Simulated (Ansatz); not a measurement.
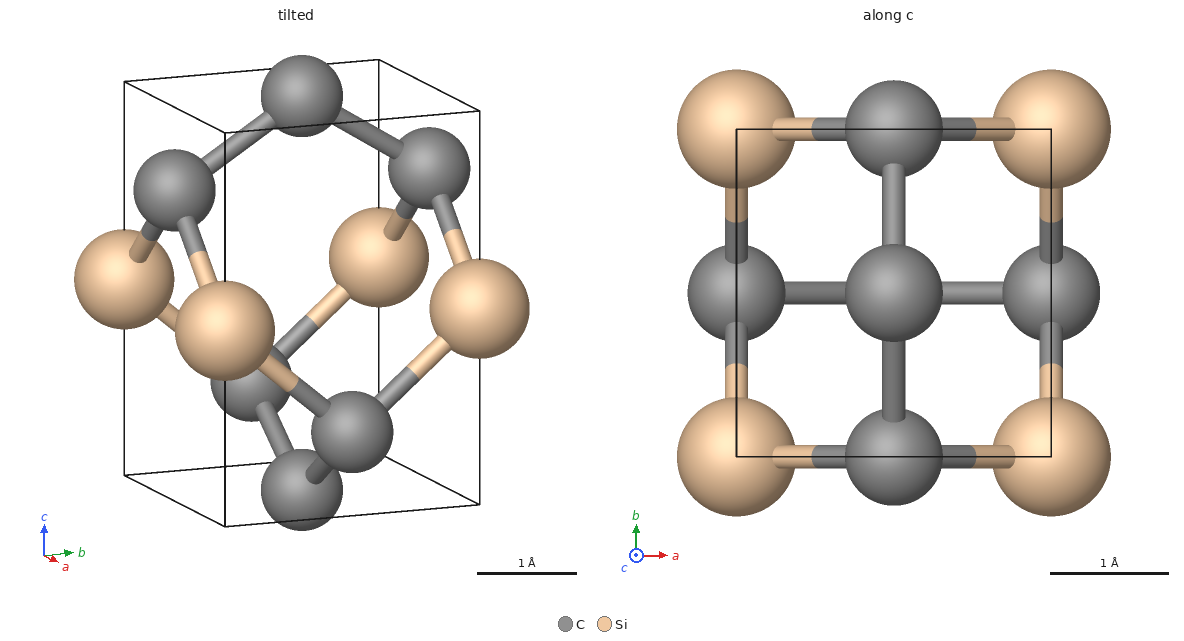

Structure drawing (ball-and-stick), viewed slightly off an axis and along the c axis. One conventional unit cell is framed, with atoms on its boundary repeated.

SiC$_{3}$, space group Pmm2 (No. 25), a = 2.687 Å, b = 2.796 Å, c = 4.090 Å, α = 90.00°, β = 90.00°, γ = 90.00°. Origin of the cell: a structure type filled with these elements by a generator (whether the compound takes this form wasn't checked). The cell was then strained or its atoms displaced on purpose. An electronic-structure calculation with Ansatz was run on it.

This one geometry was computed with Ansatz (DFT, plane waves, PAW) at three levels of theory: PBE, HSE06 and r2SCAN. It was relaxed with r2SCAN and then strained.

**Which level gives the highest pressure at this volume, and what does that say about its equilibrium volume?**

Highest: PBE (15.3 GPa), which points to the largest equilibrium volume. Lowest, with the smallest volume: HSE06 (8.9 GPa). Levels within 0.5 GPa of each other can't be told apart.

**How does the band gap change with the level of theory?**

PBE: a gap of 0.85 eV, indirect; r2SCAN: a gap of 1.12 eV, indirect; HSE06: a gap of 1.84 eV, indirect.

**Collect the results in a table.**

| level | cutoff (eV) | k-mesh of the run's cell | gap (eV) | pressure (GPa) |
| --- | --- | --- | --- | --- |
| PBE | 420 | 10×10×6 | 0.85 | 15.3 |
| HSE06 | 420 | 6×6×4 | 1.84 | 8.9 |
| r2SCAN | 500 | 10×10×6 | 1.12 | 12.2 |

Gaps are taken on the k-mesh or band path of each run.
